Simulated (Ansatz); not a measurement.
**BGaHO (SMILES [BH]1[O][Ga]1) (doublet): density, localisation and related maps**

```xyz
4

B    -0.7537   -1.0015    0.5112
Ga    1.0818   -0.5544   -0.8979
O    -0.8434    0.0370   -0.2221
H    -1.3449   -1.6321    1.3339
```

Geometry: B3LYP/6-31G*.

Computed with isolated molecule in a Gaussian basis; Kohn-Sham density functional theory, functional PBE0 in Ansatz 0.2.0.

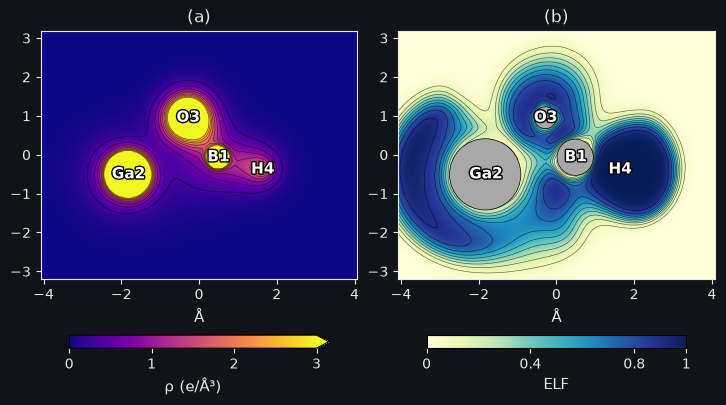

Figure 1. (a) electron density; (b) electron localisation function on the molecular plane. Grey discs cover the atomic cores in the ELF map.

Question: Describe what can be read from this map.

Answer: The section cuts through B, Ga, O and H sites.
B–O (1.27 Å): the density is about 2.6 e/Å³ at the midpoint; the ELF peaks at about 0.90 between the atoms; a polar covalent bond.
Ga–O (2.12 Å): ρ at the midpoint is about 0.44 e/Å³; the ELF peaks at about 0.85 in the valence shell of O, 0.6 Å from its nucleus, and is about 0.20 at the midpoint.
Ga–B (2.36 Å): ρ is about 0.35 e/Å³ halfway; the ELF is about 0.30 at the midpoint.
B–H (1.19 Å): ρ at the midpoint is about 1.2 e/Å³; the ELF climbs to about 1 towards the hydrogen, as it does in any bond to H: a covalent bond by its length.
The ELF also peaks beside O3, away from the bonds: non-bonding electrons, paired or unpaired.

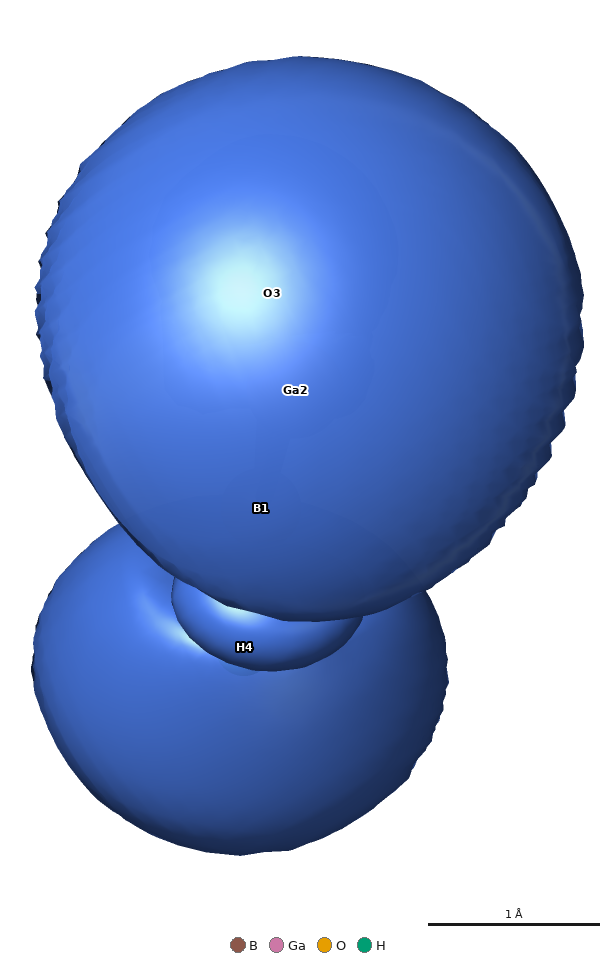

Figure 2. Isosurface of the ELF at 0.8 (blue), seen at an oblique angle. Only the valence region is drawn (cores and ρ < 0.01 e/Å³ removed).

Question: What do the ELF domains correspond to?

Answer: The ELF exceeds this value in one region around a hydrogen nucleus, one region on O in which the atom's valence shell and bonds are merged, one lobe on B, pointing away from the bonds (non-bonding electrons) and one lobe on Ga, pointing away from the bonds (non-bonding electrons).

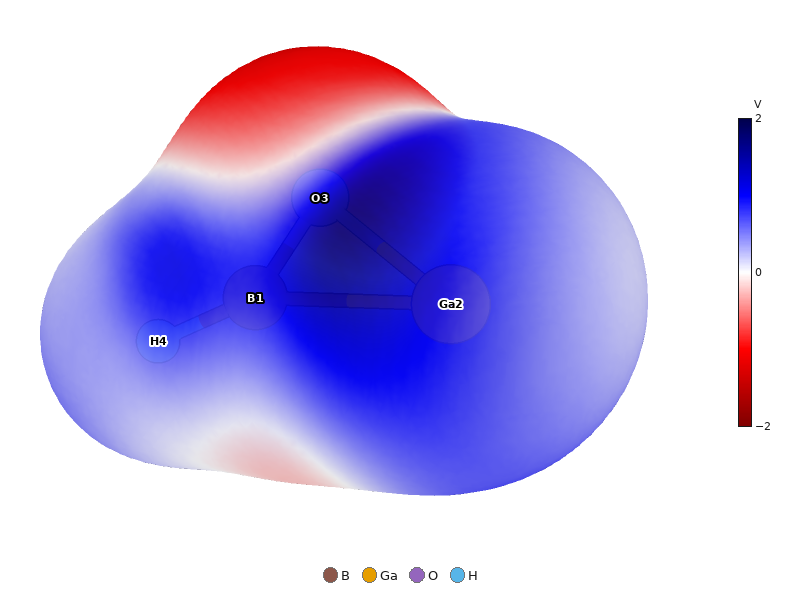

Figure 3. The molecular electrostatic potential painted on the density surface at 0.002 e/bohr³, seen at a tilt; red is negative and blue positive.

Question: Where is the surface potential most negative and most positive?

Answer: The most negative region (about −1.4 V) lies over O3, the most positive (about +1.7 V) over Ga2. O3 is the likeliest acceptor of a hydrogen bond.

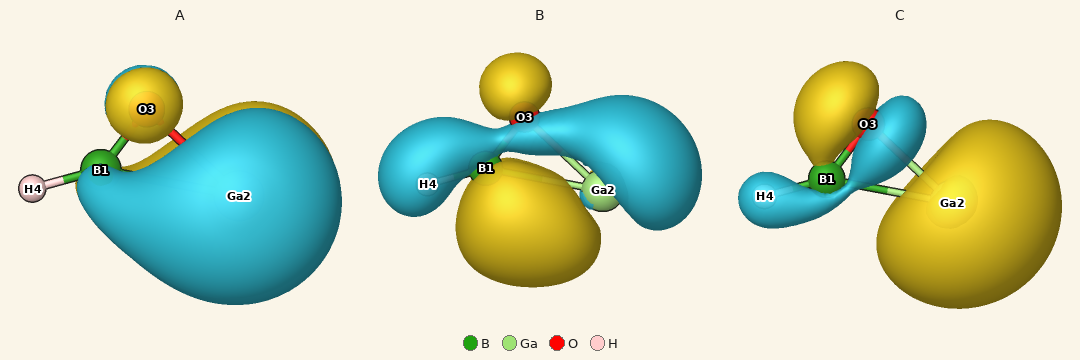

Figure 4. Three frontier orbitals at ±0.08 Å⁻³ᐟ² (yellow and cyan are the two phases), in no order.

Question: Order the three orbitals by energy and name them. All are α orbitals.

Answer: C is the HOMO−1 (α) (−8.01 eV). By Hirshfeld shares it lies mainly on Ga2 (about 70 %) and O3 (about 25 %); it is symmetric in the molecular plane (an in-plane orbital: σ, lone-pair or in-plane π type). B is the HOMO (α) (−5.19 eV). By Hirshfeld shares it lies mainly on Ga2 (about 45 %), B1 (about 35 %), O3 (about 15 %) and H4 (about 5 %); it is symmetric in the molecular plane (an in-plane orbital: σ, lone-pair or in-plane π type). A is the LUMO (α) (−1.72 eV). By Hirshfeld shares it lies mainly on Ga2 (about 80 %), B1 (about 10 %) and O3 (about 5 %); it changes sign across the molecular plane (π type); π-antibonding (a node) across B1–O3.

Question: What is the gap between the highest occupied and lowest empty α orbitals?

Answer: 3.47 eV between the orbital energies.
